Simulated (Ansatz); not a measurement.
# Direct or indirect: KF (Fm-3m)

```yaml
crystal:
  lattice:
    - [0.00000, 2.67185, 2.67185]
    - [2.67185, 0.00000, 2.67185]
    - [2.67185, 2.67185, 0.00000]
  atoms:
    - { symbol: K, position: [0.00000, 0.00000, 0.00000] }
    - { symbol: F, position: [0.50000, 0.50000, 0.50000] }
```

Method: Ansatz, PBE, independent particles, without spin-orbit coupling, line width 0.1 eV (Gaussian). The band structure gives a fundamental gap of 6.18 eV. The spectrum of vertical transitions near the edge:

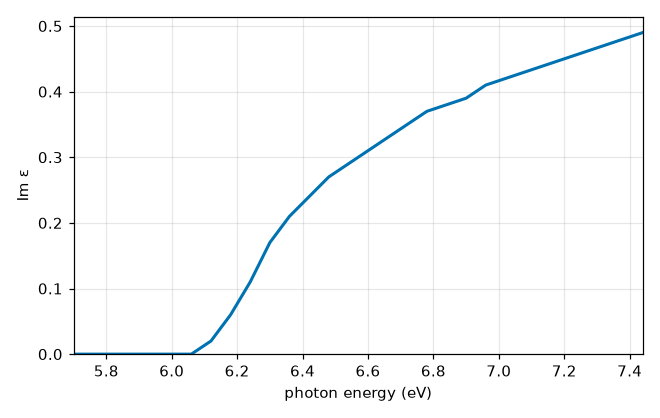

Task: Is the gap direct or indirect, and about where do vertical transitions set in?

Result: Direct: the band path has its least direct gap at the fundamental one, 6.18 eV, and the curves rise from there. Lines are broadened by 0.1 eV, which spreads the edge.

[Logs are printed without paths, hosts, clocks, repeated set-up lines and the standing remarks that a program may print on its own settings, such as how far it seeks lower states.]
